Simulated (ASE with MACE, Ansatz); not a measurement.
# Liquid Te, relaxed from a frame at 750 K (127 atoms): atom by atom

This is step 2 of a relaxation. Method: Kohn-Sham DFT, PBE, PAW (set soft_2, large core), plane waves (Ansatz 0.2.0); cutoff 420 eV, Γ point, fermi-dirac smearing of 0.05 eV; density 5.77 g/cm³.

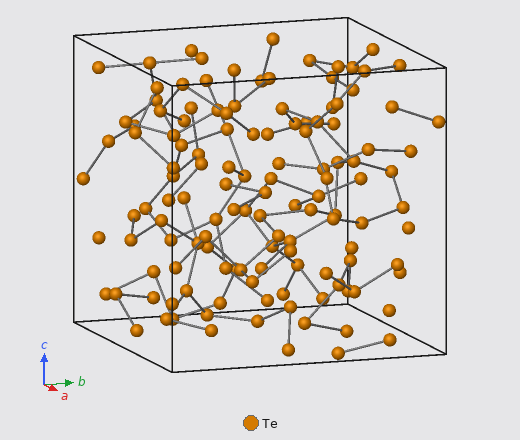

The structure (tellurium orange). Bonds to atoms that aren't drawn are left out. Some periodic images of atoms are drawn too.

Cell vectors (Å):

```
16.707 0.000 0.000
0.000 16.707 0.000
0.000 0.000 16.707
```

Positions (Å):

```
1 Te 4.616 11.848 11.633
2 Te 5.188 13.910 14.306
3 Te 5.636 7.249 3.679
4 Te 15.548 16.656 13.354
5 Te 16.231 3.482 14.807
6 Te 8.984 0.527 12.587
7 Te 15.653 13.780 14.427
8 Te 10.380 16.138 15.770
9 Te 14.206 12.849 11.748
10 Te 15.046 1.246 16.429
11 Te 3.431 6.854 14.265
12 Te 9.831 10.922 7.592
13 Te 4.515 4.956 10.793
14 Te 8.796 8.287 4.141
15 Te 16.002 14.653 7.375
16 Te 0.862 4.082 6.518
17 Te 5.910 0.448 2.648
18 Te 14.944 13.898 0.713
19 Te 11.267 16.020 7.655
20 Te 12.187 8.104 6.654
21 Te 4.068 7.895 11.463
22 Te 7.277 10.573 5.325
23 Te 15.789 7.547 6.449
24 Te 0.805 12.483 0.989
25 Te 12.335 5.351 16.522
26 Te 8.263 2.122 14.981
27 Te 15.038 5.550 13.246
28 Te 12.160 5.813 4.809
29 Te 12.812 0.682 14.527
30 Te 14.146 11.037 16.679
31 Te 12.558 10.712 10.449
32 Te 15.375 0.482 3.726
33 Te 12.190 14.853 1.883
34 Te 0.118 7.145 15.398
35 Te 8.978 16.145 9.342
36 Te 2.213 15.933 1.210
37 Te 6.723 1.084 5.899
38 Te 12.909 1.577 5.332
39 Te 3.050 15.846 3.869
40 Te 7.990 14.146 14.048
41 Te 13.704 14.809 4.828
42 Te 3.993 10.595 8.408
43 Te 6.404 5.514 16.154
44 Te 9.300 11.516 12.585
45 Te 8.299 4.596 5.770
46 Te 13.077 1.092 9.338
47 Te 0.560 0.392 8.439
48 Te 15.694 9.795 10.527
49 Te 14.370 7.921 0.404
50 Te 13.473 12.264 3.363
51 Te 9.119 2.073 7.393
52 Te 3.415 4.708 5.090
53 Te 4.317 2.140 6.834
54 Te 2.921 12.600 3.055
55 Te 14.637 10.131 4.772
56 Te 9.347 10.714 0.900
57 Te 14.214 2.679 11.551
58 Te 14.963 4.389 8.915
59 Te 1.048 1.166 5.032
60 Te 10.328 7.501 1.389
61 Te 11.767 13.501 15.857
62 Te 12.592 11.252 14.018
63 Te 6.905 4.246 8.192
64 Te 7.257 13.486 9.740
65 Te 11.135 2.747 13.519
66 Te 1.226 13.059 6.191
67 Te 7.176 14.288 3.953
68 Te 7.964 13.073 6.803
69 Te 8.373 5.129 1.559
70 Te 1.840 7.494 4.242
71 Te 4.199 0.018 15.581
72 Te 12.659 8.663 2.559
73 Te 5.089 3.038 2.128
74 Te 4.401 10.518 4.537
75 Te 6.200 9.584 1.747
76 Te 1.759 16.372 14.125
77 Te 0.729 13.946 10.865
78 Te 11.291 5.233 9.697
79 Te 7.745 6.011 13.335
80 Te 10.052 2.462 10.596
81 Te 10.052 13.460 10.300
82 Te 5.015 6.872 6.442
83 Te 3.711 16.167 7.999
84 Te 10.840 5.919 14.126
85 Te 5.255 2.752 15.866
86 Te 2.588 5.144 8.653
87 Te 12.280 13.147 7.103
88 Te 4.017 10.707 16.535
89 Te 9.338 8.005 7.343
90 Te 13.715 6.754 9.535
91 Te 2.602 10.523 13.850
92 Te 13.284 15.767 11.299
93 Te 6.006 8.267 9.049
94 Te 2.120 9.711 6.272
95 Te 10.444 8.752 10.526
96 Te 9.703 3.391 3.315
97 Te 1.980 5.323 0.187
98 Te 11.916 3.761 6.841
99 Te 9.831 16.355 3.591
100 Te 3.421 14.620 11.245
101 Te 8.435 0.822 0.937
102 Te 2.572 8.009 1.053
103 Te 6.776 10.276 12.990
104 Te 1.609 11.238 10.534
105 Te 0.864 6.855 12.211
106 Te 7.116 3.544 11.912
107 Te 1.950 1.432 10.801
108 Te 9.388 12.796 3.013
109 Te 16.646 10.068 15.011
110 Te 11.617 1.494 2.116
111 Te 13.706 3.470 1.693
112 Te 0.611 7.392 9.414
113 Te 14.543 8.923 13.117
114 Te 0.704 1.729 1.655
115 Te 4.111 13.451 7.217
116 Te 5.111 1.341 12.479
117 Te 3.680 3.711 13.358
118 Te 8.483 13.591 0.100
119 Te 1.017 4.515 2.839
120 Te 0.480 9.719 2.556
121 Te 9.770 8.407 15.397
122 Te 15.203 5.428 4.678
123 Te 5.184 13.320 1.445
124 Te 2.129 13.620 14.777
125 Te 14.040 10.782 7.806
126 Te 8.290 6.478 10.086
127 Te 0.321 3.598 11.273
```

Predict the forces.

Columns: atom, fx, fy, fz (forces in eV/Å).

```
1 0.685 -0.053 0.024
2 -0.086 -0.102 -0.168
3 0.160 -0.081 -0.190
4 0.046 -0.371 0.135
5 -0.021 -0.347 -0.120
6 -0.235 -0.523 -0.347
7 -0.136 0.207 -0.237
8 0.126 0.109 -0.069
9 -0.166 0.439 0.319
10 0.379 0.029 0.267
11 0.396 -0.104 0.016
12 0.007 0.254 -0.216
13 0.281 0.141 -0.001
14 -0.337 -0.120 0.580
15 -0.027 -0.181 -0.034
16 -0.189 0.031 -0.021
17 -0.049 -0.157 -0.038
18 0.027 0.255 -0.306
19 -0.182 0.462 -0.462
20 0.052 0.160 -0.286
21 0.297 -0.100 0.290
22 0.581 0.093 0.039
23 0.013 0.039 -0.378
24 0.082 -0.331 0.045
25 0.348 -0.355 0.241
26 0.155 -0.054 -0.309
27 -0.337 0.361 -0.308
28 0.191 0.242 -0.324
29 -0.550 -0.196 0.117
30 -0.443 -0.374 0.289
31 -0.171 0.214 -0.048
32 -0.227 -0.125 -0.236
33 -0.281 0.435 0.239
34 0.158 0.004 0.215
35 0.033 0.180 0.086
36 -0.103 -0.082 -0.093
37 0.002 -0.288 -0.290
38 0.050 -0.277 -0.079
39 -0.245 0.184 0.256
40 0.189 0.027 -0.349
41 0.134 0.153 0.217
42 0.190 -0.094 0.121
43 -0.174 0.458 -0.579
44 -0.352 -0.353 0.002
45 0.154 0.051 0.134
46 0.158 0.127 -0.108
47 0.055 0.131 -0.154
48 -0.021 0.242 0.128
49 -0.221 0.051 0.067
50 -0.091 -0.225 -0.186
51 -0.396 -0.005 -0.042
52 0.049 0.161 -0.279
53 0.176 -0.053 -0.082
54 0.229 -0.278 0.280
55 0.555 -0.195 0.111
56 -0.362 -0.102 0.179
57 0.048 0.073 0.351
58 0.072 -0.203 -0.148
59 0.347 -0.184 0.077
60 -0.278 0.403 -0.499
61 0.184 -0.091 -0.037
62 0.360 -0.173 0.038
63 -0.327 0.307 0.236
64 -0.223 -0.084 -0.081
65 0.023 0.573 -0.241
66 -0.118 0.019 -0.007
67 -0.222 0.029 -0.048
68 -0.526 0.012 0.185
69 -0.103 -0.141 -0.009
70 -0.034 -0.037 -0.359
71 0.325 -0.567 0.059
72 0.043 0.226 0.556
73 -0.207 0.090 -0.121
74 -0.185 -0.035 -0.265
75 -0.138 0.075 0.133
76 0.056 0.285 0.116
77 -0.095 -0.293 0.008
78 -0.254 0.184 0.128
79 -0.011 0.138 0.037
80 0.242 0.190 0.123
81 -0.151 -0.369 0.260
82 -0.003 -0.462 0.408
83 -0.076 -0.297 0.344
84 -0.293 0.317 -0.159
85 -0.166 0.543 0.501
86 -0.416 0.214 0.119
87 0.060 -0.245 0.192
88 0.393 -0.050 0.257
89 0.277 -0.244 -0.356
90 0.086 -0.266 0.346
91 0.037 -0.085 0.129
92 0.079 -0.623 -0.069
93 -0.020 0.291 0.263
94 0.215 0.165 0.184
95 -0.209 -0.105 0.047
96 -0.107 -0.042 0.125
97 -0.073 -0.415 0.129
98 0.191 0.047 0.400
99 -0.105 0.110 -0.089
100 -0.001 0.197 -0.058
101 0.088 -0.144 0.469
102 0.017 0.459 -0.104
103 0.155 -0.063 -0.106
104 -0.202 0.043 -0.103
105 0.248 -0.017 -0.084
106 0.296 0.036 -0.080
107 0.035 -0.286 -0.023
108 -0.008 -0.140 -0.250
109 0.058 0.561 -0.278
110 0.098 0.027 -0.077
111 0.365 0.257 0.009
112 0.130 -0.037 -0.036
113 0.018 -0.059 0.092
114 0.085 0.189 -0.254
115 -0.102 0.373 0.112
116 -0.107 -0.200 -0.031
117 0.077 0.368 0.127
118 -0.057 -0.417 0.316
119 -0.109 0.124 -0.162
120 0.062 -0.078 0.166
121 0.077 -0.042 -0.135
122 -0.427 -0.102 0.018
123 0.238 -0.087 -0.323
124 -0.116 0.057 -0.028
125 -0.237 0.071 -0.513
126 -0.138 -0.096 0.134
127 0.204 0.019 -0.117
```

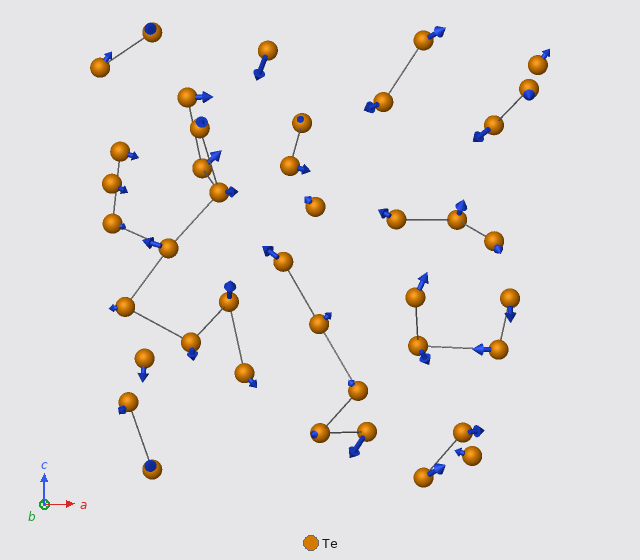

The forces as arrows, the longest 0.758 eV/Å. Drawn is a slice 5 Å thick, seen along the normal of the ac plane. Bonds to atoms that aren't drawn are left out.

The quench rate of the machine-learned run, up to about 411 K/ps, is many orders above laboratory rates. Only the Γ point is sampled, in a cell whose shortest periodic width is 17 Å.

The r.m.s. force component is 0.233 eV/Å; the longest force, 0.758 eV/Å, acts on Te43. The energy lies 38.8 meV/atom below that of the first step of this run.

[Logs are printed without paths, hosts, clocks, repeated set-up lines and the standing remarks that a program may print on its own settings, such as how far it seeks lower states.]

[Hosts, paths, dates, database ids (printed as entryN), source tags and the programs' standing remarks are cut or masked in the printed files.]
